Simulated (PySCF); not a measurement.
**C2H7F3O2Si3: density, localisation and related maps**

```
atom    x (Å)    y (Å)    z (Å)
   F  -2.6925   1.1728   0.9903
   C  -1.3938   0.9849   0.6532
   F  -0.8012   0.5467   1.7839
   F  -0.9005   2.2279   0.4511
   C  -1.2176   0.0746  -0.4978
  Si  -1.3834  -1.8043  -0.0938
   O   0.2002  -1.9618  -0.5588
  Si   0.5941  -0.3957  -0.9549
   O   1.7421   0.2028  -0.0292
  Si   2.4658   0.7529   1.3395
   H  -1.8286   0.4574  -1.3124
   H  -1.5239  -2.1454   1.3090
   H  -2.2333  -2.4972  -1.0477
   H   0.9854  -0.2758  -2.3403
   H   3.8834   0.5594   1.0424
   H   2.0093  -0.0462   2.4721
   H   2.0877   2.1591   1.4330
```

Geometry: GFN2-xTB.

These are results of PBE0/pcSseg-1, SCF density, gas phase, non-relativistic (PySCF), not measurements.

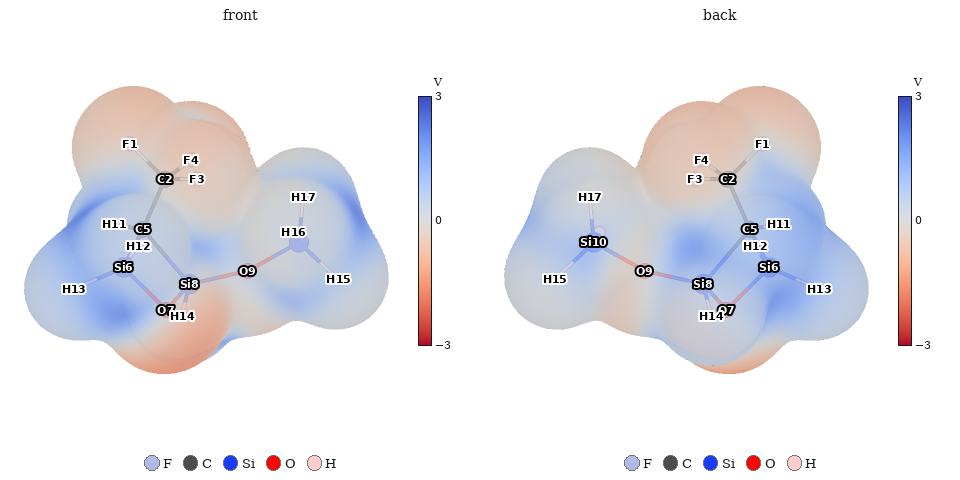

Figure 1. The electrostatic potential painted on the density surface at 0.002 e/bohr³, seen from the front and from behind; the colour scale runs from red (negative) to blue (positive).

Q: Where is the surface potential most negative and most positive?

A: The most negative region (about −1.4 V) lies over O7, the most positive (about +2.0 V) over Si6 and Si10. O7 is the likeliest acceptor of a hydrogen bond.

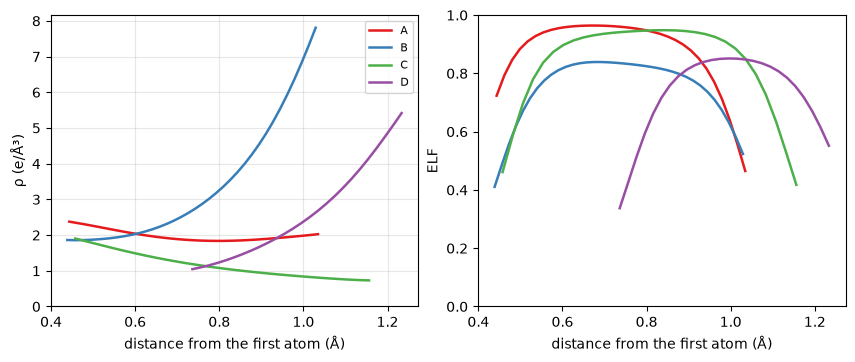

Figure 2. Total electron density and electron localisation function along straight lines between neighbouring atoms. The curves leave out the atomic cores.

Q: Which curve belongs to which contact (C–C, C–F, C–Si and Si–O)? The first atom named is at distance zero.

A: Curve A: C–C (1.48 Å): the density is about 1.9 e/Å³ at the midpoint; the ELF peaks at about 0.95 between the atoms, as expected for a covalent bond. Curve B: C–F (1.35 Å): ρ at the midpoint is about 2.3 e/Å³, with its minimum of 1.9 e/Å³ about 0.5 Å from C; the ELF peaks at about 0.85 between the atoms, as expected for a polar covalent bond. Curve C: C–Si (1.93 Å): ρ at the midpoint is about 0.88 e/Å³; the ELF peaks at about 0.95 between the atoms, as expected for a shared electron pair. Curve D: Si–O (1.59 Å): ρ at the midpoint is about 1.2 e/Å³; the ELF peaks at about 0.85 between the atoms; a polar covalent bond.
